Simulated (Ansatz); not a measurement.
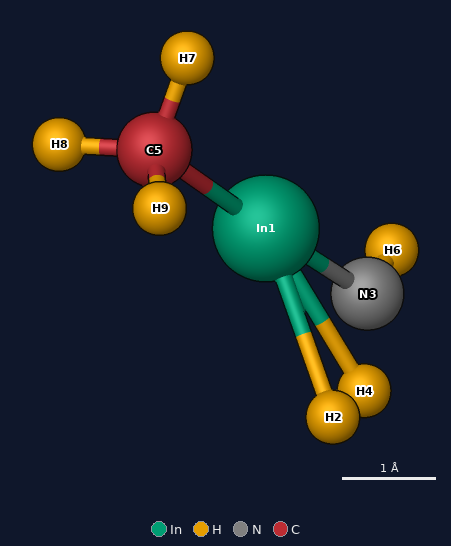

**Figure 1.** The structure (ball-and-stick view, seen at a tilt; atoms are numbered from 1 in the order of the input). Sticks mark near contacts. Bond lengths as drawn: C–H 1.09 Å, C–In 2.12 Å, H–In 2.12 to 2.21 Å, H–N 1.02 Å and In–N 1.94 Å.

# Two runs on CH6InN

System: CH6InN.
Method of run 1: RKS r2SCAN0-D4/def2-TZVPP (Ansatz 0.2.0).

The geometry comes from this level: PBE0-D4/def2-TZVP. Text and figures count atoms from 1; the logs count them from 0 in places.

**Input, run 1**
```yaml
crystal:
  periodic: [false, false, false]
  atoms:
    - {symbol: In, position_ang: [-0.140226, 0.324406, -0.110791]}
    - {symbol: H, position_ang: [-1.173835, -1.230747, -1.284281]}
    - {symbol: N, position_ang: [-1.449842, 1.014922, -1.365020]}
    - {symbol: H, position_ang: [-1.521317, -0.376894, -1.560149]}
    - {symbol: C, position_ang: [1.307762, -0.339410, 1.283756]}
    - {symbol: H, position_ang: [-1.689528, 1.991316, -1.525262]}
    - {symbol: H, position_ang: [2.230675, 0.228857, 1.168204]}
    - {symbol: H, position_ang: [0.931380, -0.217472, 2.299381]}
    - {symbol: H, position_ang: [1.504831, -1.394977, 1.094162]}
basis:
  gaussian: {orbitals: def2-TZVPP}
hamiltonian: {xc: {name: r2SCAN0}, dispersion: d4}
```

Launched with:
```bash
ansatz run in.yaml --threads 4 --pin off --events-out ev --progress --plain --max-ram 9574MiB
```

Hardware: 4 threads of Arm Neoverse V1, 23 GiB of memory available, shared host.

**Output (run 1)**
```
Functional definition: r2SCAN0
  parameter a = 0.25
  parameter k0 = 0.174
  parameter k1 = 0.065
  parameter a1 = 4.9479
  exchange = (1 - a)*r2scan_x(k0 = k0, k1 = k1, a1 = a1) + a*exact_x
  correlation = r2scan_c
1170 factors; their error is unknown
mean field evaluation 1: about -7780.9111 eV, gradient 8.2e1 eV
mean field evaluation 2: about -7721.8930 eV, gradient 1.4e2 eV
mean field evaluation 4: about -7795.2864 eV, gradient 1.2e1 eV
mean field evaluation 8: about -7795.6970 eV, gradient 2.2e-1 eV
mean field evaluation 16: about -7795.7395 eV, gradient 1.3e-4 eV
mean field -7795.73950100 eV, -286.4881425197 hartree, gradient 4.8e-5 eV, S^2 0.000000; 0 other end points of the search recorded, 0 dependent functions left out
reference -7795.73951550 eV, -286.4881430525 hartree; 20, 20 occupied and 176, 176 virtual orbitals, 1170 factors
Total energy: -7795.77879096 eV, -286.4895863989 hartree
```

The input of run 2 differs as follows (lines with − go, lines with + come):
```diff
-    - {symbol: In, position_ang: [-0.140226, 0.324406, -0.110791]}
-    - {symbol: H, position_ang: [-1.173835, -1.230747, -1.284281]}
-    - {symbol: N, position_ang: [-1.449842, 1.014922, -1.365020]}
-    - {symbol: H, position_ang: [-1.521317, -0.376894, -1.560149]}
-    - {symbol: C, position_ang: [1.307762, -0.339410, 1.283756]}
-    - {symbol: H, position_ang: [-1.689528, 1.991316, -1.525262]}
-    - {symbol: H, position_ang: [2.230675, 0.228857, 1.168204]}
-    - {symbol: H, position_ang: [0.931380, -0.217472, 2.299381]}
-    - {symbol: H, position_ang: [1.504831, -1.394977, 1.094162]}
+    - {symbol: In, position_ang: [-0.103483, 0.816174, -0.023365]}
+    - {symbol: H, position_ang: [-1.148952, -1.831642, -1.334101]}
+    - {symbol: N, position_ang: [-1.397104, 1.413674, -1.271662]}
+    - {symbol: H, position_ang: [-1.442306, -1.181565, -1.570137]}
+    - {symbol: C, position_ang: [1.223517, -0.266232, 1.210421]}
+    - {symbol: H, position_ang: [-1.493672, 2.430598, -1.274161]}
+    - {symbol: H, position_ang: [2.228742, 0.147781, 1.131918]}
+    - {symbol: H, position_ang: [0.893586, -0.221661, 2.248186]}
+    - {symbol: H, position_ang: [1.239570, -1.307125, 0.882900]}
```

What does this change do to the results?

With the same method and basis, run 2 lies 14.9 kcal/mol lower.

**Output (run 2)**
```
Functional definition: r2SCAN0
  parameter a = 0.25
  parameter k0 = 0.174
  parameter k1 = 0.065
  parameter a1 = 4.9479
  exchange = (1 - a)*r2scan_x(k0 = k0, k1 = k1, a1 = a1) + a*exact_x
  correlation = r2scan_c
1170 factors; their error is unknown
mean field evaluation 1: about -7780.5760 eV, gradient 8.4e1 eV
mean field evaluation 2: about -7695.6942 eV, gradient 1.6e2 eV
mean field evaluation 4: about -7795.5594 eV, gradient 1.6e1 eV
mean field evaluation 8: about -7796.3367 eV, gradient 2.6e-1 eV
mean field evaluation 16: about -7796.3856 eV, gradient 4.4e-4 eV
mean field -7796.38559062 eV, -286.5118858753 hartree, gradient 1.5e-5 eV, S^2 0.000000; 0 other end points of the search recorded, 0 dependent functions left out
reference -7796.38560647 eV, -286.5118864578 hartree; 20, 20 occupied and 176, 176 virtual orbitals, 1170 factors
Total energy: -7796.42559067 eV, -286.5133558499 hartree
```

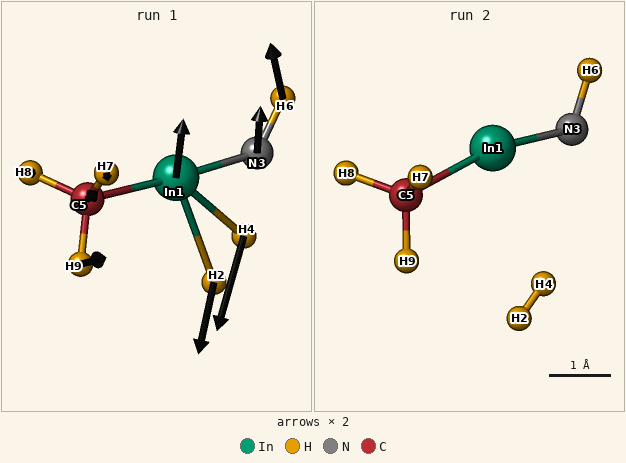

**Figure 2.** The two input geometries at one scale (ball-and-stick view, seen at a tilt). The black arrows on the first give the shifts of the atoms after the best rigid fit, magnified 2 times. H4 moves most after the best rigid fit: 0.82 Å. Largest moves by element: H 0.82 Å, In 0.50 Å, N 0.40 Å, C 0.14 Å. Among the contacts that change: In1–H2 2.205 → 3.134 Å, In1–H4 2.121 → 2.859 Å, H2–H4 0.962 → 0.751 Å, In1–N3 1.940 → 1.894 Å.

**The two runs side by side**

```tsv
quantity	run 1	run 2
outcome	converged	converged
total energy (hartree)	−286.489586	−286.513356
basis functions	196	196
wall time (shared host)	3.1 s	2.9 s
```
